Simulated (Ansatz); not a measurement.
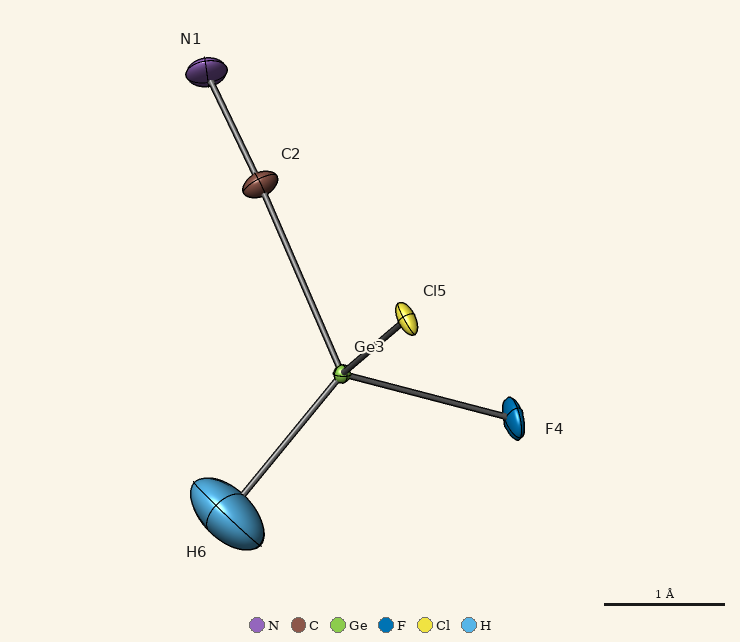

Displacement ellipsoids at the 50 % level, enlarged 1.5 times, from the internal vibrations of the free molecule (harmonic, no overall translation or rotation; no half-axis is drawn under 0.075 Å). Vibrations computed with RKS PBE0-D4/def2-TZVP (Ansatz 0.2.0). Temperature: 200 K.

Question. Which atom moves most?

Answer. H6, with U_eq = 0.0202 Å².

Question. Does H6 move more along its bond or across it?

Answer. Across it: the root-mean-square amplitude is 0.091 Å along the bond and up to 0.169 Å across, since bending and torsion are softer than stretching.

List U_eq and the three principal root-mean-square amplitudes for each kind of atom.

```
atom  U_eq (Å²)   rms amplitudes (Å)
  N1     0.0076  0.039, 0.075, 0.125
  C2     0.0035  0.043, 0.065, 0.068
 Ge3    0.00072  0.020, 0.025, 0.034
  F4     0.0041  0.032, 0.064, 0.086
 Cl5     0.0021  0.022, 0.034, 0.068
  H6     0.0202  0.090, 0.154, 0.169
```
